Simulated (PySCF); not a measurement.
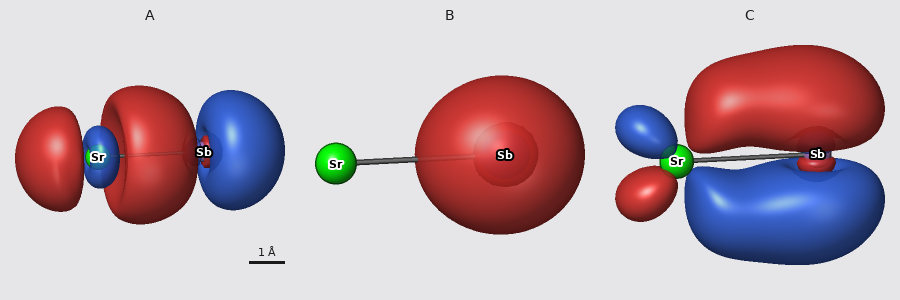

SrSb (charge +1, triplet). Three frontier β-spin orbitals, each drawn at the value that holds 80 % of its norm (red and blue are the two phases), in no order; of a degenerate pair one member is drawn.

Core potentials replace the inner electrons of Sr and Sb.

Level of theory: PBE0/def2-SVPD, non-relativistic Hamiltonian with scalar-relativistic core potentials where named, at a bond length of 3.144 Å (PySCF 2.14.0).

Question: Label each orbital by symmetry, say whether it is occupied, and order them by energy.

Answer: Orbital B: σ, occupied in this spin, −16.48 eV; mainly on Sb (95 %).
Orbital A: σ, occupied in this spin, −9.32 eV; shared between the atoms (Sr 35 %, Sb 65 %).
Orbital C: π, empty in this spin, −6.64 eV; mainly on Sb (75 %).
